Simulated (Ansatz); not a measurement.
## Hf3: a changed input and its effect

System: Hf3, charge −1, multiplicity 4.
Method of run 1: UKS PBE-D4/def2-TZVPD (Ansatz 0.2.0).

The geometry comes from this level: PBE-D4/def2-TZVPD. Text and figures count atoms from 1; the logs count them from 0 in places.

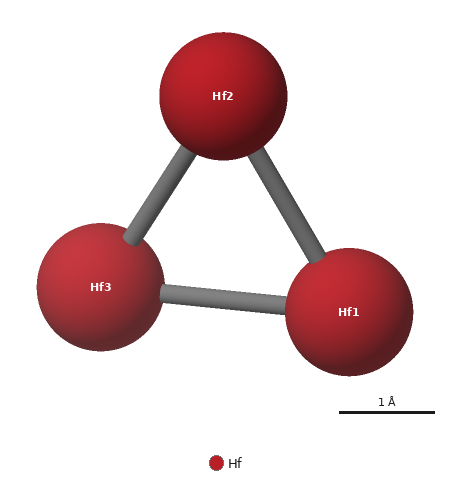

**Figure 1.** The input geometry (ball-and-stick view, seen at a tilt; atoms are numbered from 1 in the order of the input). Sticks mark near contacts. Bond lengths as drawn: Hf–Hf 2.70 Å.

Input, run 1:
```yaml
crystal:
  periodic: [false, false, false]
  atoms:
    - {symbol: Hf, position_ang: [-1.212632, 0.978624, -0.092824]}
    - {symbol: Hf, position_ang: [0.487515, -0.761362, -1.272385]}
    - {symbol: Hf, position_ang: [0.725116, -0.217273, 1.365209]}
basis:
  gaussian: {orbitals: def2-TZVPD, initial_orbitals: start.molden}
total_charge: -1
magnetization: {spin_polarized: true, initial_magnetization: 3}
hamiltonian: {xc: pbe, dispersion: d4}
scf: {omitted_lower_state_checks: [starts]}
output: {orbitals: {seedname: orbitals}}
```

Command:
```bash
ansatz run in.yaml --threads 4 --pin off --events-out ev --progress --plain --max-ram 3916MiB
```

Hardware: 4 threads of Arm Neoverse V2, 95 GiB of memory available, shared host.

Output (run 1):
```
Functional definition: PBE
  parameter kappa = 0.804
  parameter beta = 0.06672455060314922
  exchange = pbe_x(kappa = kappa, mu = beta*pi^2/3)
  correlation = pbe_c(beta = beta)
these checks for a lower state are left out or cut short: starts
1101 factors; their error is unknown
mean field evaluation 1: about -3915.8055 eV, gradient 4.1e0 eV
mean field evaluation 2: about -3915.9531 eV, gradient 3.8e-1 eV
mean field evaluation 4: about -3915.9970 eV, gradient 1.4e-1 eV
mean field evaluation 8: about -3915.9830 eV, gradient 1.6e-2 eV
mean field evaluation 16: about -3915.9830 eV, gradient 3.2e-5 eV
mean field -3915.98298750 eV, -143.9097204419 hartree, gradient 2.3e-6 eV, S^2 3.855448; 0 other end points of the search recorded, 0 dependent functions left out
reference -3915.98301923 eV, -143.9097216081 hartree; 20, 17 occupied and 109, 112 virtual orbitals, 1101 factors
Total energy: -3916.14134731 eV, -143.9155400578 hartree
Checks for a lower state left out: starts
```

For run 2 the input was changed thus:
```diff
-hamiltonian: {xc: pbe, dispersion: d4}
+hamiltonian: {xc: {name: B97M-V}}
```

What does this change do to the results?

The total energies belong to different models, so their difference says nothing on which is more stable or more accurate. The HOMO goes from 0.88 to 0.80 eV. The LUMO goes from 1.15 to 0.99 eV. On the same kind of shared host run 2 took about 4.9 times as long.

Output (run 2):
```
Functional definition: B97M-V
  parameter cx00 = 1.000
  parameter cx01 = 1.308
  parameter cx02 = 1.901
  parameter cx10 = 0.416
  parameter cx11 = 3.070
  parameter css00 = 1.000
  parameter css02 = -1.855
  parameter css10 = -5.668
  parameter css32 = -20.497
  parameter css42 = -20.364
  parameter cos00 = 1.000
  parameter cos01 = 1.573
  parameter cos03 = -6.298
  parameter cos10 = 2.535
  parameter cos32 = -6.427
  parameter b = 6.0
  parameter c = 0.01
  gx(w, u) = cx00 + cx01*u + cx02*u^2 + (cx10 + cx11*u)*w
  gss(w, u) = css00 + css02*u^2 + css10*w + (css32*w^3 + css42*w^4)*u^2
  gos(w, u) = cos00 + cos01*u + cos03*u^3 + cos10*w + cos32*w^3*u^2
  exchange = spin_sum(e_x_unif_s*gx(b97_w, b97_u_x))
  correlation = spin_sum(e_c_pw_mod_same_spin*gss(b97_w, b97_u_same))
      + integral(e_c_pw_mod_opposite_spin*gos(b97_w_opposite, b97_u_opposite)) + vv10(b, c)
these checks for a lower state are left out or cut short: starts
1101 factors; their error is unknown
mean field evaluation 1: about -3913.2464 eV, gradient 5.5e0 eV
mean field evaluation 2: about -3913.4443 eV, gradient 3.0e-1 eV
mean field evaluation 4: about -3913.4381 eV, gradient 1.2e-1 eV
mean field evaluation 8: about -3913.4388 eV, gradient 8.7e-4 eV
mean field evaluation 16: about -3913.4388 eV, gradient 9.0e-6 eV
mean field -3913.43876651 eV, -143.8162220452 hartree, gradient 8.9e-6 eV, S^2 3.858881; 0 other end points of the search recorded, 0 dependent functions left out
reference -3913.43881134 eV, -143.8162236928 hartree; 20, 17 occupied and 109, 112 virtual orbitals, 1101 factors
Total energy: -3913.43881134 eV, -143.8162236928 hartree
Checks for a lower state left out: starts
```

The two runs side by side:

```csv
quantity,run 1,run 2
outcome,converged,converged
total energy (hartree),−143.915540,−143.816224
HOMO (eV),0.88,0.80
LUMO (eV),1.15,0.99
⟨S²⟩,3.855,3.859
basis functions,129,129
wall time (shared host),11 s,52 s
```

For both runs: The highest filled orbital lies above zero: either the extra electron isn't bound at this level, or the self-interaction error of the functional lifts the level.
